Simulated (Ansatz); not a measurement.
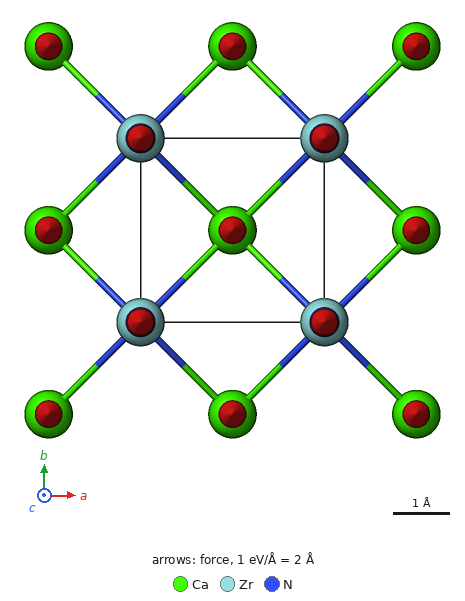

Starting geometry of solid Ca2ZrN3 (a generated structure, set up in P4/mmm) with the computed forces as red arrows. The picture is a ball-and-stick view of the cell of the calculation, seen along the c axis.

All numbers below come from DFT PBE, scalar-relativistic, plane waves, PAW (Ansatz).

The input:
```yaml
crystal:
  lattice:
    - [3.3362053276, 0.0, 0.0]
    - [0.0, 3.3362053276, 0.0]
    - [0.0, 0.0, 10.1859894428]
  atoms:
    - { symbol: Ca, position: [0.5, 0.5, 0.7281311594] }
    - { symbol: Ca, position: [0.5, 0.5, 0.2718688406] }
    - { symbol: Zr, position: [0.0, 0.0, 0.0] }
    - { symbol: "N", position: [0.0, 0.0, 0.8042495264], spin: 0.34 }
    - { symbol: "N", position: [0.0, 0.0, 0.1957504736], spin: 0.34 }
    - { symbol: "N", position: [0.5, 0.5, 0.5] }
basis:
  ecutwfc: 420
kpoints:
  mp_grid: { grid: [12, 12, 4] }
hamiltonian:
  xc: pbe
scf:
  occupations: { method: gaussian, width: 0.1 }
output:
  forces: true
  stress: true
  eigenvalues: true
  populations: true
magnetization:
  spin_polarized: true
relax:
  adjacent_minimum: "off"
  f_tol: 0.01
  max_steps: 80
  cell: { stress_tol: 0.05 }
```

Run as
```bash
ansatz run input.yaml --threads 1 --pin off --max-ram 2560MiB --backend cpu --events-out ev --progress --plain --runs-dir out
```

> Is this structure relaxed? If not, where do the atoms go?

It isn't relaxed: the largest force vector, on Ca atoms, is 0.47 eV/Å. The atoms end up moving mostly along the starting forces (cosine between the two patterns 0.91). The largest moves relative to the cell, 0.072 Å, are those of Ca1 and Ca2. Ca1 goes along +c. By element the largest moves are Ca 0.072 Å, N 0.024 Å. Zr stays in place. The drawn cell changes as follows: a = b 3.336 → 3.412 Å (+2.3 %), c 10.186 → 10.144 Å (−0.4 %); the volume changes by +4.1 %. Among the contacts that change: Ca1–Ca1 3.336 → 3.412 Å, Zr3–Zr3 3.336 → 3.412 Å, Ca1–N6 2.324 → 2.386 Å, Ca1–N4 2.483 → 2.505 Å. Among the angles between lasting bonds that change: N5–Ca2–N5 143.6° → 148.7°, Ca2–N5–Ca2 143.6° → 148.7°, Ca2–N5–Zr3 108.2° → 105.7°. The space group stays P4/mmm (No. 123). The energy falls by 76.4 meV per cell of the calculation in 6 accepted moves (8 points after the start). Largest force component: 0.47 eV/Å at the start, 0.00068 eV/Å at the end. Pressure: 2.36 GPa at the start and 0.01 GPa at the end. At 2 points the geometry stayed and the basis and grid were re-selected for the new cell (energy shift of 8.2 meV per cell of the calculation at most each time).
